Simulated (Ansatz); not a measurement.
Geometry relaxation of CH₇BFN (part 2 of 2)

CH₇BFN; RKS BLYP-D4/6-31G* (Ansatz 0.2.0). It belongs to a series of runs on one base structure; here: end point A relaxed.

Geometry of the input (Å):
```
B  0.0459  -0.1921  -0.0940
H  0.0873  -0.5378  1.0573
N  1.2752  -0.1913  -0.7740
H  2.1749  -0.3557  -0.3274
H  1.3554  0.0566  -1.7599
C  -1.3393  0.0398  -0.8214
H  -1.9635  -0.8728  -0.7744
H  -1.9106  0.8351  -0.3151
H  -1.2400  0.3202  -1.8855
F  -0.0207  2.0498  1.0775
H  0.0888  1.2504  1.5566
```

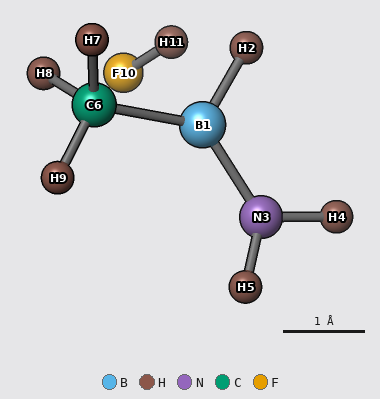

**Figure 1.** The geometry at step 4 of the log (ball-and-stick view, seen at a tilt; atoms are numbered from 1 in the order of the input).

**Log, continued**
```
relax step   8: F+E_penalty+E_count = -6033.18887681 eV  Δ(F+E_penalty+E_count) = -2.531e-3 eV  max|allowed force component| = 3.974e-2 eV/Å  Δτ_max = 0.0500 Å  (29 SCF iters, accepted)
these checks for a lower state are left out or cut short: starts, cluster_reference, orbital_swaps, neighbouring_geometries, increment
936 factors; their error is unknown
mean field -6032.88439597 eV, -221.7044123160 hartree, gradient 8.9e-6 eV, S^2 0.000000; 0 other end points of the search recorded, 0 dependent functions left out
the calculation of the forces begins
reference -6032.88465008 eV, -221.7044216544 hartree; 17, 17 occupied and 57, 57 virtual orbitals, 936 factors
relax step   9: F+E_penalty+E_count = -6033.18961773 eV  Δ(F+E_penalty+E_count) = -7.409e-4 eV  max|allowed force component| = 2.378e-2 eV/Å  Δτ_max = 0.0382 Å  (29 SCF iters, accepted)
936 factors; their error is unknown
mean field -6032.88439597 eV, -221.7044123160 hartree, gradient 1.2e-5 eV, S^2 0.000000; 1 other end points of the search recorded, 0 dependent functions left out
the calculation of the forces begins
reference -6032.88465008 eV, -221.7044216544 hartree; 17, 17 occupied and 57, 57 virtual orbitals, 936 factors
Total energy: -6033.18987184 eV, -221.7156383473 hartree
Atom 0 at     0.073072    -0.209053    -0.147885 Å, force     0.013523     0.000505     0.011234 eV/Å
Atom 1 at     0.141369    -0.436178     1.049504 Å, force    -0.006035    -0.001923    -0.006980 eV/Å
Atom 2 at     1.296759    -0.216334    -0.829303 Å, force     0.005111    -0.000498     0.000790 eV/Å
Atom 3 at     2.198196    -0.356591    -0.376138 Å, force    -0.003759     0.005136    -0.002867 eV/Å
Atom 4 at     1.373424    -0.044251    -1.831982 Å, force    -0.000932    -0.002043     0.000329 eV/Å
Atom 5 at    -1.320637     0.031825    -0.843582 Å, force    -0.023777    -0.000496    -0.002161 eV/Å
Atom 6 at    -2.010159    -0.814586    -0.664111 Å, force     0.008205     0.014666    -0.004826 eV/Å
Atom 7 at    -1.797629     0.920410    -0.390425 Å, force     0.010187    -0.008196    -0.006743 eV/Å
Atom 8 at    -1.259482     0.197096    -1.934092 Å, force    -0.002571    -0.005270     0.010609 eV/Å
Atom 9 at    -0.134706     2.133225     1.391662 Å, force    -0.000513    -0.007231     0.000252 eV/Å
Atom 10 at    -0.006808     1.196634     1.516053 Å, force     0.000560     0.005351     0.000362 eV/Å
Dipole moment:     0.341306    -0.359943    -0.264449 e Å
```

**Trajectory as extended XYZ (Å, eV, eV/Å), 9 frames, from step=1 to step=9**
```
11
Properties=species:S:1:pos:R:3:forces:R:3 step=1 energy=-6033.12259
B     0.0459   -0.1921   -0.0940   -0.0164  -0.2009  -0.5023
H     0.0873   -0.5378    1.0573    0.0216  -0.0017   0.3890
N     1.2752   -0.1913   -0.7740   -0.0498   0.0030  -0.0084
H     2.1749   -0.3557   -0.3274    0.0158  -0.0092   0.0045
H     1.3554    0.0566   -1.7599    0.0175   0.0114  -0.0043
C    -1.3393    0.0398   -0.8214    0.0323  -0.0403  -0.0194
H    -1.9635   -0.8728   -0.7744    0.0037  -0.0020   0.0023
H    -1.9106    0.8351   -0.3151   -0.0150   0.0236   0.0132
H    -1.2400    0.3202   -1.8855   -0.0038   0.0095  -0.0039
F    -0.0207    2.0498    1.0775   -0.0661   0.8080  -0.1429
H     0.0888    1.2504    1.5566    0.0604  -0.6014   0.2722
11
Properties=species:S:1:pos:R:3:forces:R:3 step=2 energy=-6033.15951
B     0.0443   -0.2274   -0.1141    0.0405   0.0139  -0.2288
H     0.0921   -0.5144    1.0664    0.0044   0.0367   0.1038
N     1.2757   -0.2128   -0.7891   -0.1045   0.0249   0.0702
H     2.1756   -0.3640   -0.3373    0.0077   0.0055   0.0128
H     1.3594    0.0471   -1.7718    0.0006  -0.0378  -0.0222
C    -1.3410    0.0214   -0.8345    0.0698  -0.0353   0.0002
H    -1.9743   -0.8846   -0.7845   -0.0122   0.0078   0.0088
H    -1.9011    0.8226   -0.3227    0.0067   0.0248   0.0248
H    -1.2448    0.3049   -1.8980    0.0000  -0.0102   0.0050
F    -0.0003    2.1728    1.2232    0.0626  -1.1277   0.3875
H     0.0677    1.2367    1.5020   -0.0756   1.0974  -0.3621
11
Properties=species:S:1:pos:R:3:forces:R:3 step=3 energy=-6033.16225
B     0.0538   -0.2003   -0.1328    0.0083   0.0436  -0.1080
H     0.1080   -0.4148    1.0688    0.0287   0.0026  -0.0287
N     1.2810   -0.2262   -0.8133   -0.0660   0.0696  -0.0290
H     2.1831   -0.3483   -0.3558   -0.0044  -0.0135  -0.0147
H     1.3587   -0.0478   -1.8181   -0.0066  -0.0390   0.1372
C    -1.3346    0.0260   -0.8513    0.0166  -0.0479  -0.0085
H    -1.9805   -0.8682   -0.7451    0.0115   0.0572   0.0019
H    -1.8761    0.8618   -0.3725    0.0348  -0.0162   0.0121
H    -1.2478    0.2526   -1.9307   -0.0020  -0.0263   0.0516
F    -0.0955    2.1626    1.3894    0.2909  -1.2899   0.1317
H     0.1034    1.2046    1.5011   -0.3119   1.2597  -0.1457
11
Properties=species:S:1:pos:R:3:forces:R:3 step=4 energy=-6032.99953 accepted=F
B     0.0620   -0.1973   -0.2553   -0.0576  -0.4614   1.8312
H     0.1439   -0.4034    0.9424   -0.2062  -0.1275   0.2709
N     1.3203   -0.1052   -0.7980    0.7798  -0.2931  -0.6877
H     2.1672   -0.3520   -0.2915   -0.0207   0.1385   0.1416
H     1.4696   -0.0928   -1.7927    0.1801   0.1982  -0.7404
C    -1.3395   -0.0079   -0.8509   -0.5850   0.3131  -0.3178
H    -2.0838   -0.7979   -0.6459    0.2638  -0.1706   0.0340
H    -1.7122    0.8667   -0.2831   -0.1517   0.1920  -0.2914
H    -1.3435    0.2067   -1.9256   -0.1962   0.1745  -0.2350
F    -0.0673    2.1064    1.3528   -0.1007   0.8916  -0.0700
H    -0.0632    1.1788    1.4874    0.0944  -0.8552   0.0644
11
Properties=species:S:1:pos:R:3:forces:R:3 step=5 energy=-6033.18086
B     0.0592   -0.2004   -0.1437   -0.0272  -0.1009   0.0473
H     0.1163   -0.4378    1.0501    0.0178   0.0295   0.0444
N     1.2911   -0.2078   -0.8083   -0.0024   0.0053  -0.0120
H     2.1857   -0.3598   -0.3469    0.0157  -0.0001   0.0111
H     1.3786   -0.0484   -1.8103    0.0168   0.0289  -0.0807
C    -1.3321    0.0298   -0.8442   -0.0022   0.0264  -0.0384
H    -1.9991   -0.8421   -0.7137    0.0084  -0.0183   0.0154
H    -1.8391    0.8814   -0.3578   -0.0034   0.0227   0.0016
H    -1.2640    0.2453   -1.9247   -0.0024  -0.0026  -0.0211
F    -0.1587    2.1281    1.3766    0.1102  -0.1756   0.0112
H     0.1155    1.2140    1.4626   -0.1313   0.1847   0.0212
11
Properties=species:S:1:pos:R:3:forces:R:3 step=6 energy=-6033.15798 accepted=F
B     0.0491   -0.2672   -0.1258    0.1680   0.6444  -0.0918
H     0.1111   -0.4388    1.0845    0.0000  -0.2659  -0.1581
N     1.2666   -0.1957   -0.8128    0.3242  -0.1634   0.0229
H     2.1746   -0.3368   -0.3682   -0.0450   0.0453  -0.0481
H     1.3425    0.0398   -1.8072   -0.0833  -0.1137   0.1847
C    -1.3137    0.0211   -0.8489   -0.2966  -0.2414   0.0757
H    -2.0147   -0.8172   -0.6729   -0.1081   0.0672  -0.0704
H    -1.7803    0.9183   -0.4028    0.0192  -0.0181   0.0092
H    -1.2358    0.1803   -1.9399    0.0368  -0.0224   0.0525
F    -0.0787    2.1156    1.3381   -0.0150   0.0630   0.0392
H     0.0327    1.1826    1.4957   -0.0001   0.0051  -0.0157
11
Properties=species:S:1:pos:R:3:forces:R:3 step=7 energy=-6033.18635
B     0.0603   -0.2097   -0.1435    0.0087   0.0041   0.0206
H     0.1202   -0.4378    1.0533    0.0061  -0.0017   0.0101
N     1.2898   -0.2076   -0.8129    0.0337  -0.0225  -0.0074
H     2.1869   -0.3553   -0.3537   -0.0006   0.0068  -0.0007
H     1.3753   -0.0413   -1.8153   -0.0012   0.0124  -0.0264
C    -1.3289    0.0277   -0.8455   -0.0313  -0.0060  -0.0079
H    -2.0016   -0.8388   -0.7056   -0.0035  -0.0025   0.0055
H    -1.8284    0.8873   -0.3641   -0.0016   0.0139  -0.0061
H    -1.2617    0.2340   -1.9281    0.0047  -0.0041  -0.0061
F    -0.1312    2.1366    1.3758    0.0595  -0.1568   0.0120
H     0.0727    1.2072    1.4794   -0.0745   0.1562   0.0066
11
Properties=species:S:1:pos:R:3:forces:R:3 step=8 energy=-6033.18888
B     0.0680   -0.2084   -0.1453    0.0121  -0.0061   0.0086
H     0.1330   -0.4361    1.0518   -0.0016  -0.0072  -0.0012
N     1.2940   -0.2133   -0.8223    0.0131  -0.0052  -0.0020
H     2.1932   -0.3625   -0.3676   -0.0025   0.0148  -0.0009
H     1.3747   -0.0377   -1.8238   -0.0021  -0.0063  -0.0089
C    -1.3241    0.0300   -0.8439   -0.0241   0.0091  -0.0007
H    -2.0058   -0.8260   -0.6822    0.0057   0.0050  -0.0004
H    -1.8122    0.9055   -0.3784    0.0044   0.0024  -0.0049
H    -1.2601    0.2140   -1.9310    0.0010  -0.0072   0.0015
F    -0.1352    2.1347    1.3812    0.0183  -0.0390   0.0050
H     0.0279    1.2021    1.5011   -0.0244   0.0397   0.0040
11
Properties=species:S:1:pos:R:3:forces:R:3 step=9 energy=-6033.18962
B     0.0731   -0.2091   -0.1479    0.0135   0.0005   0.0112
H     0.1414   -0.4362    1.0495   -0.0060  -0.0019  -0.0070
N     1.2968   -0.2163   -0.8293    0.0051  -0.0005   0.0008
H     2.1982   -0.3566   -0.3761   -0.0038   0.0051  -0.0029
H     1.3734   -0.0443   -1.8320   -0.0009  -0.0020   0.0003
C    -1.3206    0.0318   -0.8436   -0.0238  -0.0005  -0.0022
H    -2.0102   -0.8146   -0.6641    0.0082   0.0147  -0.0048
H    -1.7976    0.9204   -0.3904    0.0102  -0.0082  -0.0067
H    -1.2595    0.1971   -1.9341   -0.0026  -0.0053   0.0106
F    -0.1347    2.1332    1.3917   -0.0005  -0.0072   0.0003
H    -0.0068    1.1966    1.5161    0.0006   0.0054   0.0004
```

**Summary**

```csv
quantity,value
outcome,converged
total energy,−6033.1899 eV
mean-field energy,−6032.8847 eV
largest force (length of the vector) at the end,0.024 eV/Å
hardware,"1 thread of Arm Neoverse V2, 24 GiB of memory available, shared host"
wall time,23 s
peak memory,0.15 GiB
```
